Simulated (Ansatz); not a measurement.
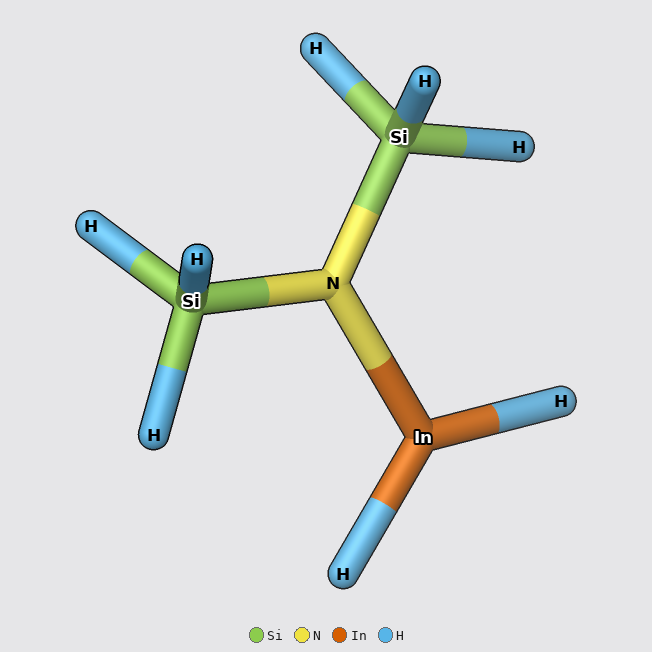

The geometry was computed by an optimisation with PBE0-D4/def2-TZVP. Program: Ansatz 0.2.0.

Compare dipole (D) at these levels: B3LYP-D4/def2-TZVPP; PBE-D4/def2-TZVPP; PBE0-D4/def2-TZVP; r2SCAN-D4/def2-TZVPP; ωB97M-V/def2-TZVPP.

| level | dipole (D) |
| --- | --- |
| B3LYP-D4/def2-TZVPP | 1.78 |
| PBE-D4/def2-TZVPP | 1.70 |
| PBE0-D4/def2-TZVP | 1.85 |
| r2SCAN-D4/def2-TZVPP | 1.80 |
| ωB97M-V/def2-TZVPP | 1.92 |
